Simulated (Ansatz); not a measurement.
Nudged elastic band, with input and output: SiNH4F

- system: SiNH4F
- method: RKS PBE/def2-SVP (Ansatz 0.2.0)

It belongs to a series of runs on one base structure; here: band between the two ends. Figures and captions count atoms from 1; the log counts them from 0 in places.

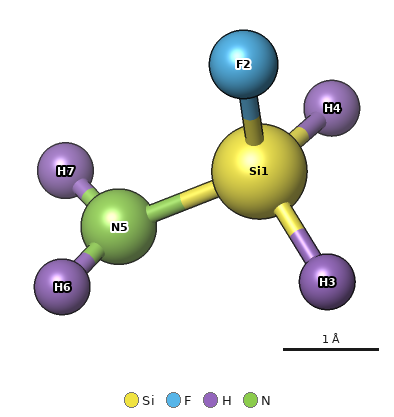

Fig. 1: The input geometry (ball-and-stick view, seen at a tilt; atoms are numbered from 1 in the order of the input). Bond lengths as drawn: F–Si 1.65 Å, H–N 1.02 Å, H–Si 1.50 Å and N–Si 1.72 Å.

Input
```yaml
crystal:
  periodic: [false, false, false]
  atoms:
    - { symbol: Si, position_ang: [0.203072, -0.067409, 0.067201] }
    - { symbol: F, position_ang: [-0.143021, 0.221144, 1.651837] }
    - { symbol: H, position_ang: [1.66801, -0.374058, 0.008038] }
    - { symbol: H, position_ang: [-0.193785, 1.168287, -0.680412] }
    - { symbol: "N", position_ang: [-0.642534, -1.397031, -0.627307] }
    - { symbol: H, position_ang: [-0.39313, -2.357599, -0.380918] }
    - { symbol: H, position_ang: [-1.639111, -1.322834, -0.843939] }
basis:
  gaussian: { orbitals: def2-SVP }
hamiltonian:
  xc: pbe
neb:
  order_check: false
  images: 9
  f_tol: 0.05
  max_iterations: 60
  final_atoms:
    - { symbol: Si, position_ang: [0.33700966, -0.18881724, -0.6549471] }
    - { symbol: F, position_ang: [0.95098035, 0.28625113, 1.91916941] }
    - { symbol: H, position_ang: [1.49049102, -0.00051786, 1.18034604] }
    - { symbol: H, position_ang: [-0.65023357, 0.97871189, -0.82901913] }
    - { symbol: "N", position_ang: [-0.83925012, -1.44648445, -0.79210907] }
    - { symbol: H, position_ang: [-1.84910927, -1.32455746, -0.90885118] }
    - { symbol: H, position_ang: [-0.58038708, -2.43408601, -0.72008899] }
  initial_path:
    images:
      - { positions_ang: [[0.203072, -0.067409, 0.067201], [-0.143021, 0.221144, 1.651837], [1.66801, -0.374058, 0.008038], [-0.193785, 1.168287, -0.680412], [-0.642534, -1.397031, -0.627307], [-0.39313, -2.357599, -0.380918], [-1.639111, -1.322834, -0.843939]] }
      - { positions_ang: [[0.16315026, -0.05386257, 0.0523979], [0.07069109, 0.18180291, 1.62689817], [1.65464852, -0.30208468, 0.09512635], [-0.2828186, 1.17236214, -0.65594788], [-0.68314638, -1.41507185, -0.6255097], [-0.59940572, -2.30157473, -0.29570685], [-1.46361816, -1.41107123, -1.00275798]] }
      - { positions_ang: [[0.12322851, -0.04031613, 0.03759479], [0.28440317, 0.14246183, 1.60195934], [1.64128704, -0.23011135, 0.18221469], [-0.37185221, 1.17643727, -0.63148375], [-0.72375875, -1.4331127, -0.62371241], [-0.80568144, -2.24555046, -0.21049569], [-1.28812532, -1.49930846, -1.16157697]] }
      - { positions_ang: [[0.08330677, -0.0267697, 0.02279169], [0.49811526, 0.10312074, 1.57702051], [1.62792555, -0.15813803, 0.26930304], [-0.46088581, 1.18051241, -0.60701963], [-0.76437113, -1.45115354, -0.62191511], [-1.01195716, -2.18952619, -0.12528454], [-1.11263247, -1.58754569, -1.32039595]] }
      - { positions_ang: [[0.04338502, -0.01322327, 0.00798858], [0.71182734, 0.06377965, 1.55208168], [1.61456407, -0.0861647, 0.35639139], [-0.54991942, 1.18458755, -0.58255551], [-0.80498351, -1.46919439, -0.62011782], [-1.21823288, -2.13350192, -0.04007339], [-0.93713963, -1.67578292, -1.47921493]] }
      - { positions_ang: [[0.00346328, 0.00032317, -0.00681452], [0.92553943, 0.02443856, 1.52714285], [1.60120259, -0.01419138, 0.44347973], [-0.63895302, 1.18866268, -0.55809139], [-0.84559588, -1.48723524, -0.61832052], [-1.4245086, -2.07747765, 0.04513777], [-0.76164679, -1.76402015, -1.63803392]] }
      - { positions_ang: [[0.07017256, -0.03750491, -0.13644104], [0.93062761, 0.07680108, 1.60554816], [1.57906028, -0.01145667, 0.59085299], [-0.64120913, 1.14667253, -0.61227694], [-0.84432673, -1.47908508, -0.65307823], [-1.50942873, -1.92689361, -0.14566002], [-0.72539485, -1.89803332, -1.45444493]] }
      - { positions_ang: [[0.13688183, -0.07533299, -0.26606755], [0.9357158, 0.12916359, 1.68395348], [1.55691796, -0.00872197, 0.73822626], [-0.64346524, 1.10468237, -0.66646248], [-0.84305758, -1.47093492, -0.68783594], [-1.59434887, -1.77630958, -0.33645781], [-0.6891429, -2.03204649, -1.27085595]] }
      - { positions_ang: [[0.20359111, -0.11316108, -0.39569407], [0.94080398, 0.1815261, 1.76235879], [1.53477565, -0.00598727, 0.88559952], [-0.64572135, 1.06269221, -0.72064803], [-0.84178843, -1.46278477, -0.72259365], [-1.679269, -1.62572554, -0.5272556], [-0.65289096, -2.16605966, -1.08726696]] }
      - { positions_ang: [[0.27030039, -0.15098916, -0.52532058], [0.94589217, 0.23388862, 1.8407641], [1.51263334, -0.00325257, 1.03297278], [-0.64797746, 1.02070205, -0.77483358], [-0.84051927, -1.45463461, -0.75735136], [-1.76418914, -1.4751415, -0.71805339], [-0.61663902, -2.30007283, -0.90367797]] }
      - { positions_ang: [[0.33700966, -0.18881724, -0.6549471], [0.95098035, 0.28625113, 1.91916941], [1.49049102, -0.00051786, 1.18034604], [-0.65023357, 0.97871189, -0.82901913], [-0.83925012, -1.44648445, -0.79210907], [-1.84910927, -1.32455746, -0.90885118], [-0.58038708, -2.43408601, -0.72008899]] }
```

Launched with:
```bash
ansatz run input.yaml --threads 1 --pin off --max-ram 2048MiB --backend cpu --events-out ev --progress --plain --runs-dir out
```

Log
```
Engine: ansatz 0.2.0, x86_64-unknown-linux-gnu
Functional definition: PBE
  parameter kappa = 0.804
  parameter beta = 0.06672455060314922
  exchange = pbe_x(kappa = kappa, mu = beta*pi^2/3)
  correlation = pbe_c(beta = beta)
748 factors; their error is unknown
mean field evaluation 1: about -12129.5584 eV, gradient 6.4e1 eV
mean field evaluation 2: about -12103.6399 eV, gradient 1.2e2 eV
mean field evaluation 4: about -12137.2363 eV, gradient 1.0e1 eV
mean field evaluation 8: about -12137.3528 eV, gradient 1.6e-1 eV
mean field -12137.35288589 eV, -446.0394915630 hartree, gradient 3.8e-5 eV, S^2 0.000000; 0 other end points of the search recorded, 0 dependent functions left out
the calculation of the forces begins
reference -12137.35291586 eV, -446.0394926644 hartree; 17, 17 occupied and 49, 49 virtual orbitals, 748 factors
748 factors; their error is unknown
mean field evaluation 16: about -12126.0800 eV, gradient 6.6e1 eV
mean field evaluation 32: about -12134.6544 eV, gradient 4.3e-5 eV
mean field -12134.65439692 eV, -445.9403239228 hartree, gradient 4.3e-5 eV, S^2 0.000000; 0 other end points of the search recorded, 0 dependent functions left out
[... from here on the field's lines of each further geometry are left out, up to the last ...]
NEB iter   1: max|band force component| = 1.971e1 eV/Å  barrier→ = 5.9066 eV  barrier← = 3.2081 eV  Δτ_max = 0.2000 Å  (279 SCF iters)
NEB iter   2: max|band force component| = 2.630e0 eV/Å  barrier→ = 3.5272 eV  barrier← = 0.8287 eV  Δτ_max = 0.2000 Å  (291 SCF iters)
NEB iter   3: max|band force component| = 1.788e0 eV/Å  barrier→ = 3.3211 eV  barrier← = 0.6226 eV  Δτ_max = 0.2000 Å  (258 SCF iters)
NEB iter   4: max|band force component| = 1.756e0 eV/Å  barrier→ = 3.3036 eV  barrier← = 0.6051 eV  Δτ_max = 0.2000 Å  (255 SCF iters)
NEB iter   5: max|band force component| = 4.120e0 eV/Å  barrier→ = 3.0514 eV  barrier← = 0.3529 eV  Δτ_max = 0.0979 Å  (254 SCF iters)
NEB iter   6: max|band force component| = 1.290e0 eV/Å  barrier→ = 3.0449 eV  barrier← = 0.3464 eV  Δτ_max = 0.1984 Å  (239 SCF iters)
NEB iter   7: max|band force component| = 5.386e-1 eV/Å  barrier→ = 3.0077 eV  barrier← = 0.3092 eV  CI = image 8  Δτ_max = 0.1974 Å  (249 SCF iters)
NEB iter   8: max|band force component| = 6.206e-1 eV/Å  barrier→ = 2.9504 eV  barrier← = 0.2519 eV  CI = image 8  Δτ_max = 0.0987 Å  (242 SCF iters)
NEB iter   9: max|band force component| = 4.429e-1 eV/Å  barrier→ = 2.9424 eV  barrier← = 0.2439 eV  CI = image 8  Δτ_max = 0.1000 Å  (244 SCF iters)
NEB iter  10: max|band force component| = 5.037e-1 eV/Å  barrier→ = 2.9719 eV  barrier← = 0.2734 eV  CI = image 8  Δτ_max = 0.1020 Å  (237 SCF iters)
NEB iter  11: max|band force component| = 2.845e-1 eV/Å  barrier→ = 3.0428 eV  barrier← = 0.3443 eV  CI = image 8  Δτ_max = 0.0496 Å  (245 SCF iters)
NEB iter  12: max|band force component| = 2.494e-1 eV/Å  barrier→ = 3.0409 eV  barrier← = 0.3424 eV  CI = image 8  Δτ_max = 0.0251 Å  (230 SCF iters)
NEB iter  13: max|band force component| = 1.968e-1 eV/Å  barrier→ = 3.0340 eV  barrier← = 0.3355 eV  CI = image 8  Δτ_max = 0.0364 Å  (235 SCF iters)
NEB iter  14: max|band force component| = 1.381e-1 eV/Å  barrier→ = 3.0290 eV  barrier← = 0.3305 eV  CI = image 8  Δτ_max = 0.0191 Å  (234 SCF iters)
NEB iter  15: max|band force component| = 6.792e-2 eV/Å  barrier→ = 3.0281 eV  barrier← = 0.3296 eV  CI = image 8  Δτ_max = 0.0066 Å  (227 SCF iters)
the calculation of the forces begins
reference -12134.60131018 eV, -445.9383730208 hartree; 17, 17 occupied and 49, 49 virtual orbitals, 748 factors
748 factors; their error is unknown
mean field evaluation 1280: about -12086.0970 eV, gradient 1.3e2 eV
mean field -12134.32514606 eV, -445.9282241768 hartree, gradient 1.1e-5 eV, S^2 0.000000; 1 other end points of the search recorded, 0 dependent functions left out
the calculation of the forces begins
reference -12134.32517567 eV, -445.9282252649 hartree; 17, 17 occupied and 49, 49 virtual orbitals, 748 factors
NEB iter  16: max|band force component| = 3.696e-2 eV/Å  barrier→ = 3.0277 eV  barrier← = 0.3293 eV  CI = image 8  Δτ_max = 0.0000 Å  (436 SCF iters)
```

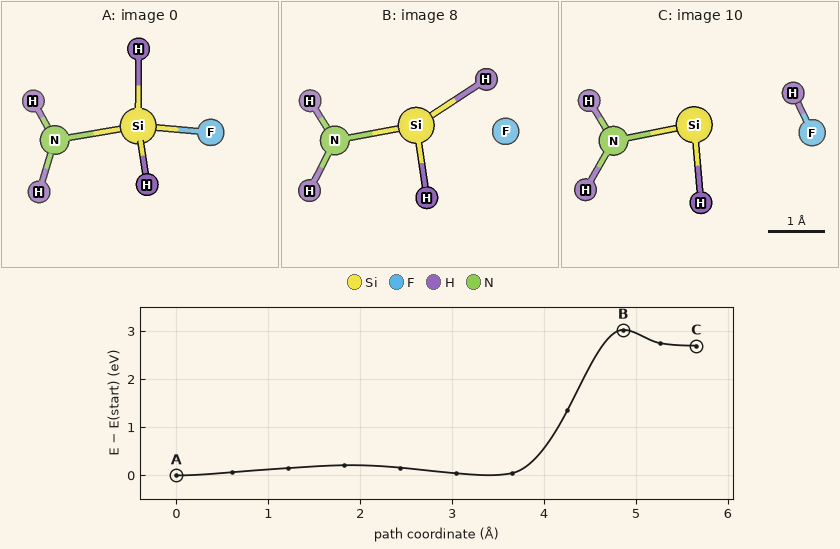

Fig. 2: Images of the last band (counted from 0; ball-and-stick, seen at a tilt) above the energy along the path; the line is a cubic interpolation that uses the forces. The highest image is number 8, 3.028 eV above the start and 0.329 eV above the end (the climbing image); the end lies 2.698 eV above the start. The path is 5.66 Å long. The band converged in 16 iterations.

```
Total energy: -12134.32517567 eV, -445.9282252649 hartree
Atom 0 at     0.258708    -0.064403    -0.414526 Å, force     0.012787     0.000898    -0.018641 eV/Å
Atom 1 at     0.796438     0.063636     1.579432 Å, force     0.014083    -0.001250    -0.020689 eV/Å
Atom 2 at     1.523925    -0.085139     0.639995 Å, force    -0.011224     0.002387     0.029488 eV/Å
Atom 3 at    -0.711774     1.097454    -0.468501 Å, force    -0.006942    -0.002939     0.008370 eV/Å
Atom 4 at    -0.778552    -1.406964    -0.694782 Å, force    -0.017213    -0.013441    -0.003430 eV/Å
Atom 5 at    -1.800583    -1.369559    -0.683402 Å, force    -0.008896     0.015034     0.000358 eV/Å
Atom 6 at    -0.428661    -2.364525    -0.763716 Å, force     0.017406    -0.000689     0.004544 eV/Å
Dipole moment:    -0.266926    -0.334099    -0.285825 e Å
this run last wrote the band of iteration 16 to [file]
```

The last band as extended XYZ (Å, eV, eV/Å)
```
7
Properties=species:S:1:pos:R:3:forces:R:3 image=0 energy=-12137.35289
Si    0.2031   -0.0674    0.0672    0.0105   0.0122   0.0046
F    -0.1430    0.2211    1.6518   -0.0002   0.0030   0.0045
H     1.6680   -0.3741    0.0080   -0.0058   0.0007  -0.0019
H    -0.1938    1.1683   -0.6804    0.0019  -0.0041   0.0013
N    -0.6425   -1.3970   -0.6273   -0.0063  -0.0102  -0.0061
H    -0.3931   -2.3576   -0.3809    0.0000  -0.0006  -0.0015
H    -1.6391   -1.3228   -0.8439    0.0000  -0.0010  -0.0009
7
Properties=species:S:1:pos:R:3:forces:R:3 image=1 energy=-12137.28637
Si    0.2084   -0.0728    0.0808    0.0083  -0.0033   0.0038
F    -0.0038    0.1297    1.6986   -0.0253   0.0376  -0.0013
H     1.6901   -0.2489   -0.0753    0.0112  -0.0112   0.0436
H    -0.2932    1.1408   -0.6435    0.0090  -0.0218  -0.0303
N    -0.6944   -1.4081   -0.5114    0.0496  -0.0184  -0.0240
H    -0.6201   -2.3565   -0.1429    0.0510  -0.0312  -0.0543
H    -1.4276   -1.3137   -1.2118   -0.1038   0.0483   0.0626
7
Properties=species:S:1:pos:R:3:forces:R:3 image=2 energy=-12137.20066
Si    0.1809   -0.0615    0.0695    0.0027  -0.0045   0.0057
F     0.0540    0.0178    1.7016   -0.0103   0.0274   0.0050
H     1.6558   -0.2203   -0.1953    0.0094  -0.0094   0.0364
H    -0.3076    1.2110   -0.5598    0.0064  -0.0203  -0.0375
N    -0.8607   -1.3461   -0.4364    0.0019  -0.0092   0.0148
H    -0.8010   -2.2471    0.0444    0.0597  -0.0389  -0.0275
H    -1.0619   -1.4834   -1.4295   -0.0699   0.0547   0.0031
7
Properties=species:S:1:pos:R:3:forces:R:3 image=3 energy=-12137.14084
Si    0.1638   -0.0444    0.0461   -0.0012  -0.0024  -0.0004
F     0.0689   -0.0961    1.6821   -0.0042   0.0043   0.0001
H     1.6183   -0.1791   -0.3299    0.0025  -0.0017   0.0084
H    -0.3272    1.3018   -0.4035    0.0034  -0.0026  -0.0085
N    -0.8633   -1.3240   -0.5154   -0.0005   0.0000   0.0054
H    -1.0770   -2.0622    0.1609    0.0155  -0.0100  -0.0018
H    -0.7241   -1.7255   -1.4458   -0.0155   0.0122  -0.0032
7
Properties=species:S:1:pos:R:3:forces:R:3 image=4 energy=-12137.19021
Si    0.1571   -0.0363    0.0610   -0.0015   0.0005   0.0021
F     0.1680   -0.1355    1.7002    0.0336  -0.0089   0.0048
H     1.5602   -0.1127   -0.4752   -0.0162   0.0141  -0.0473
H    -0.4233    1.3161   -0.2385   -0.0229   0.0044   0.0460
N    -0.7584   -1.3628   -0.5512    0.0344  -0.0031  -0.0145
H    -1.4049   -1.8818    0.0437   -0.1049   0.0569  -0.0281
H    -0.4391   -1.9163   -1.3455    0.0775  -0.0638   0.0368
7
Properties=species:S:1:pos:R:3:forces:R:3 image=5 energy=-12137.30744
Si    0.1529   -0.0402    0.0806   -0.0048  -0.0013   0.0039
F     0.3422   -0.1929    1.7086    0.0484  -0.0094   0.0002
H     1.5038   -0.0520   -0.5698   -0.0141   0.0112  -0.0264
H    -0.5527    1.2702   -0.0944   -0.0324  -0.0129   0.0319
N    -0.7341   -1.3434   -0.6145    0.0143   0.0061  -0.0156
H    -1.6118   -1.6795   -0.2132   -0.0594   0.0613  -0.0664
H    -0.2408   -2.0917   -1.1028    0.0480  -0.0550   0.0724
7
Properties=species:S:1:pos:R:3:forces:R:3 image=6 energy=-12137.30803
Si    0.1844   -0.0619    0.0804    0.0049  -0.0164   0.1563
F     0.4662   -0.1554    1.7005   -0.2617  -0.0809   0.1374
H     1.5937    0.0076   -0.4106   -0.0677  -0.0028  -0.4016
H    -0.6927    1.1332   -0.1496    0.1302   0.0529   0.0309
N    -0.6872   -1.3623   -0.6411    0.0731   0.0002   0.0201
H    -1.7063   -1.4019   -0.5582    0.0507   0.0345  -0.0211
H    -0.2986   -2.2887   -0.8269    0.0704   0.0126   0.0781
7
Properties=species:S:1:pos:R:3:forces:R:3 image=7 energy=-12135.99819
Si    0.1987   -0.0546   -0.0823   -0.0223  -0.1730   2.1224
F     0.6393   -0.0100    1.5867   -1.7880  -0.0865   0.3915
H     1.6727   -0.0599    0.1271    0.7062  -0.0705  -2.5009
H    -0.7504    1.0963   -0.3222    0.4110   0.0603  -0.0973
N    -0.7414   -1.3838   -0.6802    0.3230   0.0898   0.0544
H    -1.7670   -1.3854   -0.6029    0.2601   0.1794  -0.1051
H    -0.3923   -2.3321   -0.8317    0.1100   0.0005   0.1350
7
Properties=species:S:1:pos:R:3:forces:R:3 image=8 energy=-12134.32515
Si    0.2587   -0.0644   -0.4145    0.0128   0.0009  -0.0186
F     0.7964    0.0636    1.5794    0.0141  -0.0013  -0.0207
H     1.5239   -0.0851    0.6400   -0.0112   0.0024   0.0295
H    -0.7118    1.0975   -0.4685   -0.0069  -0.0029   0.0084
N    -0.7786   -1.4070   -0.6948   -0.0172  -0.0134  -0.0034
H    -1.8006   -1.3696   -0.6834   -0.0089   0.0150   0.0004
H    -0.4287   -2.3645   -0.7637    0.0174  -0.0007   0.0045
7
Properties=species:S:1:pos:R:3:forces:R:3 image=9 energy=-12134.60128
Si    0.3221   -0.1075   -0.6387    0.0255  -0.0067  -0.2509
F     0.8390    0.1411    1.7057    0.1514   0.0207   0.1321
H     1.4654   -0.0698    0.9812    0.0104   0.0362   0.2194
H    -0.6750    1.0566   -0.6541   -0.0848  -0.0505  -0.0450
N    -0.7983   -1.4149   -0.7343   -0.0168   0.0016  -0.0380
H    -1.8187   -1.3493   -0.7490   -0.0503  -0.0019   0.0281
H    -0.4750   -2.3857   -0.7162   -0.0354   0.0007  -0.0458
7
Properties=species:S:1:pos:R:3:forces:R:3 image=10 energy=-12134.65440
Si    0.3370   -0.1888   -0.6549   -0.0100   0.0070  -0.0023
F     0.9510    0.2863    1.9192   -0.0004   0.0007   0.0059
H     1.4905   -0.0005    1.1803    0.0019  -0.0012  -0.0028
H    -0.6502    0.9787   -0.8290    0.0025  -0.0061  -0.0017
N    -0.8393   -1.4465   -0.7921    0.0276   0.0203   0.0027
H    -1.8491   -1.3246   -0.9089   -0.0094  -0.0047  -0.0006
H    -0.5804   -2.4341   -0.7201   -0.0121  -0.0161  -0.0011
```

Summary

```json
{"quantity": "outcome", "value": "converged"}
{"quantity": "barrier, forward", "value": "3.028 eV"}
{"quantity": "barrier, backward", "value": "0.329 eV"}
{"quantity": "hardware", "value": "1 thread of AMD EPYC (Zen 5), 64 GiB of memory available, shared host"}
{"quantity": "wall time", "value": "78 s"}
{"quantity": "peak memory", "value": "0.13 GiB"}
```

Remarks

The order of the saddle point was not checked.
